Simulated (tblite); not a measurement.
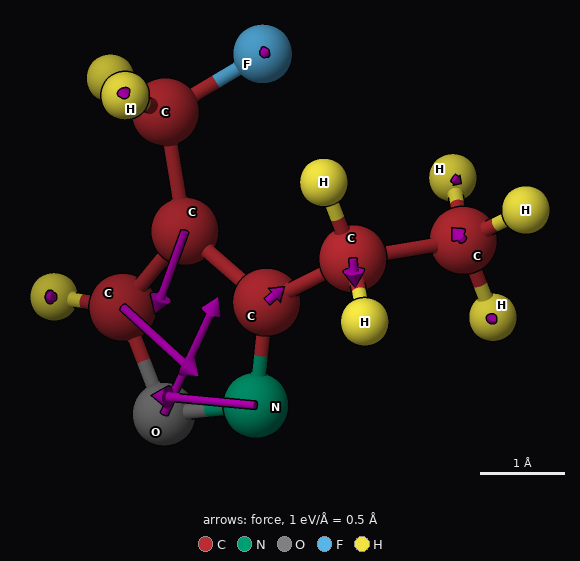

Starting geometry of C$_{6}$H$_{8}$FNO (charge +1, multiplicity 2) with the computed forces as purple arrows. A ball-and-stick model, seen at a tilt.

The calculation used GFN2-xTB geometry optimisation, gas phase (tblite 0.8.0). 

**What follows when this structure is relaxed?**

It isn't relaxed: the largest force vector, on the O atom, is 3.33 eV/Å. The final displacements have little in common with the starting forces (cosine between the two patterns 0.14). An H atom moves most after the best rigid fit: 0.46 Å. By element the largest moves are H 0.46 Å, F 0.41 Å, N 0.17 Å, O 0.14 Å, C 0.09 Å. Near-neighbour distances that change, for instance: N–O 1.439 → 1.332 Å, C–O 1.382 → 1.313 Å, C–C 1.412 → 1.387 Å, C–C 1.493 → 1.475 Å. Bond angles that change, for instance: C–C–C 123.4° → 127.9°, N–C–C 111.5° → 107.3°, C–C–H 111.6° → 108.2°. Groups turn about C–C by about 25°. After 90 geometry steps the energy has fallen by 9.17 kcal/mol.
